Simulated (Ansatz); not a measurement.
# BN (P6_3/mmc): check of PAW against all-electron LAPW, by script

A script is to give a check of PAW against all-electron LAPW; the system is BN (P6_3/mmc).

The COD entry's cell or inner coordinates are ideal or old and differ from later refinements, so a difference from it is no clean test against experiment.

Program: Ansatz 0.2.0 through its Python package. The levels of theory stand in the script. These are calculated values, not measurements.

**1. The system**

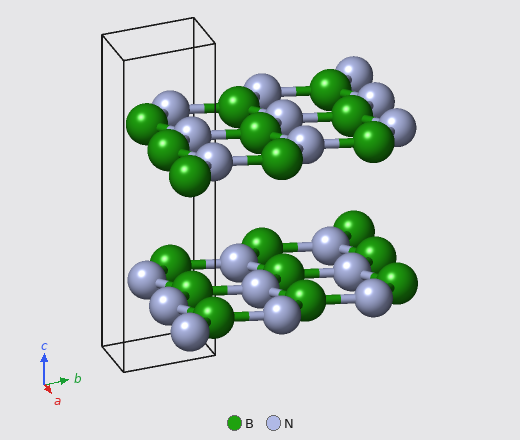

The structure that the script starts from, seen slightly off an axis (boron green, nitrogen light blue). 3×3×1 cells are drawn. Atoms on cell faces are repeated.

No structure file is read: the coordinates are typed or built in the script.

**2. The script**

paw_lapw_bn.py reads:

```python
"""Checking the PAW result for BN with LAPW."""

import ansatz as az
import numpy as np

SMEARING = "fixed"
KMESH = (8, 8, 3)
FUNCTIONAL = "lda"


def count_gap(report):
    # lowest empty less highest filled band, counting bands; zero where they overlap
    return max(report.get("gap_by_band_count_ev") or 0.0, 0.0)


def main() -> None:
    bn = (
        az.Lattice.from_parameters(2.49824, 2.49824, 6.6357, alpha=90.0, beta=90.0, gamma=120.0)
        .atom("B", (1 / 3, 2 / 3, 0.25))
        .atom("B", (2 / 3, 1 / 3, 0.75))
        .atom("N", (1 / 3, 2 / 3, 0.75))
        .atom("N", (2 / 3, 1 / 3, 0.25))
    )

    job = bn.calculation()
    job = job.occupations(SMEARING)
    job = job.kpoints(*KMESH).functional(FUNCTIONAL)
    job = job.stress()
    job = job.forces()
    job = job.band_table()
    variants = {
        "PAW": job.pseudopotentials("paw"),
        "LAPW": job.pseudopotentials("all_electron", lapw=True),
    }
    # totals differ by the cores that each treatment holds, so compare what does not depend on them
    rows = []
    for label, variant in variants.items():
        rep = variant.run(threads=1, pin="off").report
        levels = np.array(rep["eigenvalues_ev"][0]) - rep["fermi_energy_ev"]
        print(label, "levels at the first k-point near E_F:", np.round(levels[np.abs(levels) < 5], 3))
        rows.append((label, rep["n_electrons"], np.trace(rep["stress_gpa"]) / 3, float(np.abs(rep["forces_ev_ang"]).max()), count_gap(rep)))
    for row in rows:
        print("; ".join(f"{name} = {round(v, 4) if isinstance(v, float) else v}" for name, v in zip(["treatment", "electrons in bands", "P GPa", "max force component eV/A", "gap by band count eV"], row)))


if __name__ == "__main__":
    main()
```

**3. The run**

Launch:

```sh
$ python paw_lapw_bn.py
```

What it wrote:

```text
DeckWarning: basis.ecutwfc = 420 eV, auto-derived from the records' recommended cutoffs: set by B (normal level)
PAW levels at the first k-point near E_F: [-4.162 -1.343 -1.343 -1.305 -1.305  4.934]
LAPW levels at the first k-point near E_F: [-4.161 -1.347 -1.347 -1.309 -1.309  4.938]
treatment = PAW; electrons in bands = 16.0; P GPa = -2.9337; max force component eV/A = 0.0; gap by band count eV = 4.0855
treatment = LAPW; electrons in bands = 24.0; P GPa = -2.8109; max force component eV/A = 0.0; gap by band count eV = 4.0792
```

(Warnings from the package without file and line.)

Wall time 9.2 s (1 thread of Arm Neoverse V2, shared host); peak memory 0.47 GiB.

Lines on the test bed's own set-up are left out of the output.

A comment line of the script is reworded here; the code is as run.

**4. The runs side by side**

One row for each of the 2 runs:

| run | potentials | energy (eV/atom) | pressure (GPa) | gap on the mesh (eV) | SCF cycles | CPU time (s) |
| --- | --- | --- | --- | --- | --- | --- |
| 1 | paw | -263.1721 | -2.93 | 4.09 | 6 | 0.5 |
| 2 | all_electron | -1076.4147 | -2.81 | 4.08 | 7 | 8 |

Totals hang on method, basis and potentials, so only like runs compare.

**5. Results**

| quantity | value |
| --- | --- |
| runs compared | 2 |
| difference in pressure | 0.12 GPa |
| difference in gap | 0.006 eV |

**Reading.** PAW gives -2.934 GPa and LAPW -2.811 GPa, 0.12 GPa apart. They took 0.5 and 8.0 s of processor time. Reading the output:
- Along an axis with an odd division the mesh misses the point at one half; a gap read on a finite mesh is an upper bound on this functional's gap.
- Under fixed occupations the level called the Fermi level is the highest filled one on the SCF mesh; off the mesh a filled band can lie a little above it.
- Of the deposited cell: the entry's cell lengths or inner coordinates differ somewhat from later room-temperature determinations.
- Gaps and levels are Kohn-Sham values on a finite set of k-points.
- Pressure is positive in compression; the treatments may keep other shells as core, so totals and counts of electrons can differ.
